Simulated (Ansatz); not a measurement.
V$_{4}$GaS$_{8}$ (space group F-43m)

```cif
data_GaS8V4
_chemical_formula_sum 'V4 Ga1 S8'
_space_group_name_H-M_alt 'P 1'
_space_group_IT_number 1
_cell_length_a 6.72347
_cell_length_b 6.72347
_cell_length_c 6.72347
_cell_angle_alpha 60.000
_cell_angle_beta 60.000
_cell_angle_gamma 60.000
loop_
_space_group_symop_operation_xyz
  'x, y, z'
loop_
_atom_site_label
_atom_site_type_symbol
_atom_site_fract_x
_atom_site_fract_y
_atom_site_fract_z
_atom_site_occupancy
V1 V 0.60388 0.60388 0.18836 1
V2 V 0.60388 0.18836 0.60388 1
V3 V 0.18836 0.60388 0.60388 1
V4 V 0.60388 0.60388 0.60388 1
Ga1 Ga 0.00000 0.00000 0.00000 1
S1 S 0.86241 0.86241 0.41276 1
S2 S 0.86241 0.41276 0.86241 1
S3 S 0.41276 0.86241 0.86241 1
S4 S 0.86241 0.86241 0.86241 1
S5 S 0.36948 0.36948 0.89156 1
S6 S 0.36948 0.89156 0.36948 1
S7 S 0.89156 0.36948 0.36948 1
S8 S 0.36948 0.36948 0.36948 1
```

E(V) scan at fixed shape, V₀ the volume above. The atoms relax within the cell's symmetry.

These are PBEsol (plane waves to 420 eV, PAW, scalar-relativistic; Ansatz, an electronic-structure program) values and carry that method's errors. k mesh 7×7×7 (Γ-centred), Fermi-Dirac smearing 0.05 eV. The energy includes the smearing's −TS. V4GaS8 is run without spin polarisation. V4GaS8 was relaxed with its symmetry unable to fall. The zero of ΔE is the relaxed starting cell.

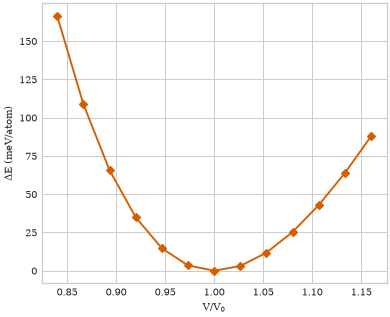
Figure. ΔE (meV/atom) against V/V₀; computed points joined by lines.

**Question.** What is ΔE at V/V₀ = 1.160?

**Answer.** About 88 meV/atom.

**Question.** What bulk modulus B₀ follows from a third-order Birch-Murnaghan fit?

**Answer.** About 89 GPa.

(Under strain, the slope of the energy per volume gives the stress and its curvature an elastic modulus.)
